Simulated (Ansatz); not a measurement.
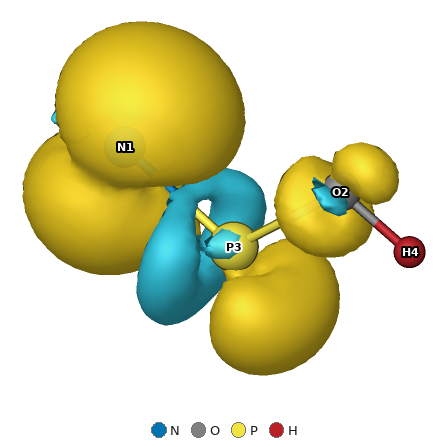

Figure. HNOP (SMILES [N]=PO) (doublet). Isosurfaces of the spin density at +0.02 (yellow) and −0.02 e/Å³ (cyan), seen at an oblique angle.

Geometry: PBE0-D4/def2-TZVP.

Computed with isolated molecule in a Gaussian basis; Kohn-Sham density functional theory, functional PBE0 in Ansatz 0.2.0.

| atom | x (Å) | y (Å) | z (Å) |
| --- | --- | --- | --- |
| N | -1.2636 | -1.4840 | -1.5752 |
| O | -0.7777 | 1.0610 | -1.6824 |
| P | -1.5472 | -0.1246 | -0.8819 |
| H | -0.9395 | 1.9167 | -1.2690 |

**Which atoms carry the spin?**

The unpaired spin (1 electron) lies mostly on N1 (about 0.8) and P3 (about 0.1), in electrons by Hirshfeld's partition.
